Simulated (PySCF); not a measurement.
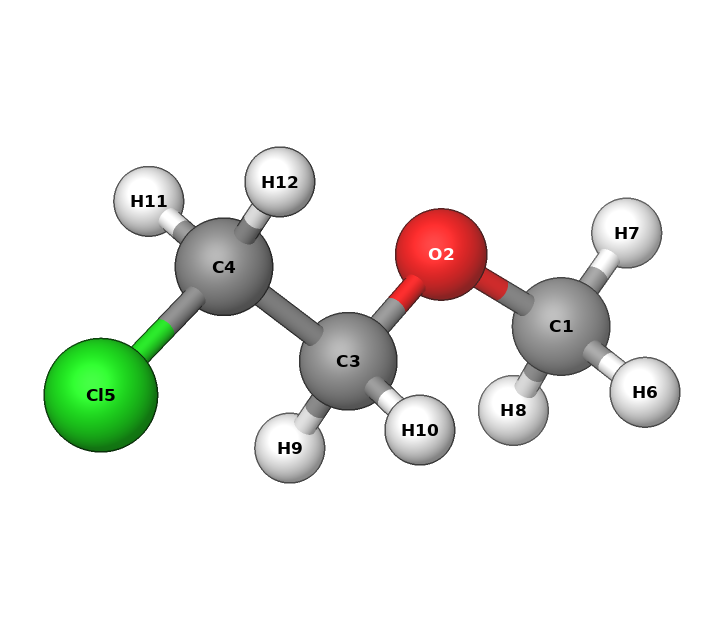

Computed geometry: PBE0-D3(BJ)/def2-SVP optimisation. No frequency run is at hand to confirm it as a minimum. Method: delta-SCF UKS SCAN, pcX-2 on the ionised atom, pcseg-1 elsewhere, spin-free X2C (PySCF 2.14.0).

Give the core-electron binding energies (to vacuum; p and d levels without spin–orbit splitting) of C1 1s, O2 1s, C3 1s, C4 1s, Cl5 1s, Cl5 2p.

```csv
atom,level,binding energy (eV)
C1,1s,292.5
O2,1s,538.8
C3,1s,292.5
C4,1s,292.4
Cl5,1s,2828.7
Cl5,2p,206.7
```
